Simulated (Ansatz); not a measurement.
# C2H2ClF (1-chloro-2-fluoroethylene): SVWN5/6-311+G(d,p)

Aim: the vertical singlet–triplet gap of C2H2ClF (1-chloro-2-fluoroethylene) at SVWN5/6-311+G**, from 2 runs. 

The results are computed with Ansatz 0.2.0.

47 further runs of the same task are left out: 47 set aside as unsound or not needed. Runs told in other sessions of the task aren't counted.

### Step 1. The molecule

C2H2ClF: 6 atoms, total charge 0, spin state singlet. As SMILES, `F/C=C/Cl`. The shape is that of a PBE0-D4/def2-TZVP optimisation.

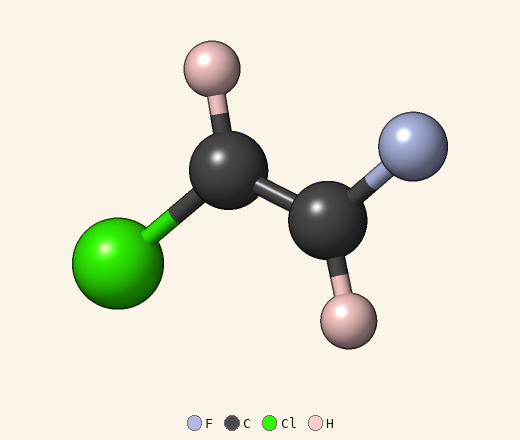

The structure, seen from a chosen angle (fluorine light blue, carbon dark grey, chlorine green, hydrogen pink).

### Step 2. The energy at SVWN5/6-311+G(d,p)

Contents of in.yaml:

```yaml
crystal:
  periodic: [false, false, false]
  atoms:
    - {symbol: F, position_ang: [-0.308300, 1.774900, 0.089700]}
    - {symbol: C, position_ang: [-0.015000, 0.565100, -0.386500]}
    - {symbol: C, position_ang: [0.005100, -0.486500, 0.411700]}
    - {symbol: Cl, position_ang: [0.378700, -2.049200, -0.181100]}
    - {symbol: H, position_ang: [0.191800, 0.551900, -1.449500]}
    - {symbol: H, position_ang: [-0.210300, -0.420200, 1.469400]}
basis:
  gaussian: {orbitals: 6-311+G_st__st_-spherical.json}
hamiltonian: {xc: {name: SVWN5}}
accuracy: high
output: {orbitals: {seedname: orbitals}}
```

The basis set 6-311+G** is read from a file made from the Basis Set Exchange's data (not shown).

Started as:

```
ansatz run in.yaml --threads 1 --pin off --max-ram 2610MiB --events-out events.jsonl --progress --plain --runs-dir runs
```

The log of the run:

```text
Warning: RAYON_NUM_THREADS=1 ignored (pool sized by the plan → 1); use --threads N
Functional definition: SVWN5
  name "SVWN5"
  exchange = slater_x
  correlation = vwn5_c
1949 factors; integrals over basis functions are off by at most 4.4e-9 eV
mean field evaluation 1: about -17261.7800 eV, gradient 6.0e1 eV
mean field evaluation 2: about -17247.8921 eV, gradient 9.1e1 eV
mean field evaluation 4: about -17269.8816 eV, gradient 9.8e0 eV
mean field evaluation 8: about -17270.0358 eV, gradient 2.8e-1 eV
mean field evaluation 16: about -17270.0359 eV, gradient 6.3e-6 eV
mean field -17270.03593139 eV, -634.6621144278 hartree, gradient 1.0e-7 eV, S^2 0.000000; 0 other end points of the search recorded, 0 dependent functions left out
reference -17270.03593767 eV, -634.6621146585 hartree; 20, 20 occupied and 88, 88 virtual orbitals, 1949 factors
Total energy: -17270.03593767 eV, -634.6621146585 hartree
```

It took 3.6 s on 1 thread of Arm Neoverse V2, shared host; peak memory 0.25 GiB.

### Step 3. The triplet at the same level

Contents of run.yaml:

```yaml
crystal:
  periodic: [false, false, false]
  atoms:
    - {symbol: F, position_ang: [-0.308300, 1.774900, 0.089700]}
    - {symbol: C, position_ang: [-0.015000, 0.565100, -0.386500]}
    - {symbol: C, position_ang: [0.005100, -0.486500, 0.411700]}
    - {symbol: Cl, position_ang: [0.378700, -2.049200, -0.181100]}
    - {symbol: H, position_ang: [0.191800, 0.551900, -1.449500]}
    - {symbol: H, position_ang: [-0.210300, -0.420200, 1.469400]}
basis:
  gaussian: {orbitals: 6-311+G_st__st_-spherical.json}
magnetization: {spin_polarized: true, initial_magnetization: 2}
hamiltonian: {xc: {name: SVWN5}}
accuracy: high
output: {orbitals: {seedname: orbitals}}
```

The basis set 6-311+G** is read from a file made from the Basis Set Exchange's data (not shown).

Started as:

```
ansatz run run.yaml --threads 1 --pin off --max-ram 2610MiB --events-out events.jsonl --progress --plain --runs-dir runs
```

The log of the run:

```text
Warning: RAYON_NUM_THREADS=1 ignored (pool sized by the plan → 1); use --threads N
[... 4 set-up lines as earlier in the session ...]
1949 factors; integrals over basis functions are off by at most 4.4e-9 eV
mean field evaluation 1: about -17249.1118 eV, gradient 5.6e1 eV
mean field evaluation 2: about -17183.3106 eV, gradient 1.1e2 eV
mean field evaluation 4: about -17265.4312 eV, gradient 8.0e0 eV
mean field evaluation 8: about -17265.6549 eV, gradient 2.9e-1 eV
mean field evaluation 16: about -17265.6553 eV, gradient 2.1e-5 eV
mean field -17265.65530708 eV, -634.5011294536 hartree, gradient 3.0e-8 eV, S^2 2.003161; 1 other end points of the search recorded, 0 dependent functions left out
reference -17265.65531152 eV, -634.5011296167 hartree; 21, 19 occupied and 87, 89 virtual orbitals, 1949 factors
Total energy: -17265.65531152 eV, -634.5011296167 hartree
```

Run time: 5.7 s. Hardware: 1 thread of Arm Neoverse V2, shared host; peak memory 0.28 GiB.

### Step 4. Outcome

At SVWN5/6-311+G**:

```
                                        quantity          value
                           singlet: total energy  -634.66211 Eh
                            singlet: HOMO energy       -6.45 eV
                            singlet: LUMO energy       -1.53 eV
                          singlet: HOMO–LUMO gap        4.92 eV
                           triplet: total energy  -634.50113 Eh
     triplet: HOMO energy (highest over α and β)       -2.20 eV
                                   triplet: ⟨S²⟩          2.003
vertical energy of the triplet above the singlet       4.381 eV
```

What this shows: At this shape the triplet lies 4.38 eV (423 kJ/mol) above the singlet.
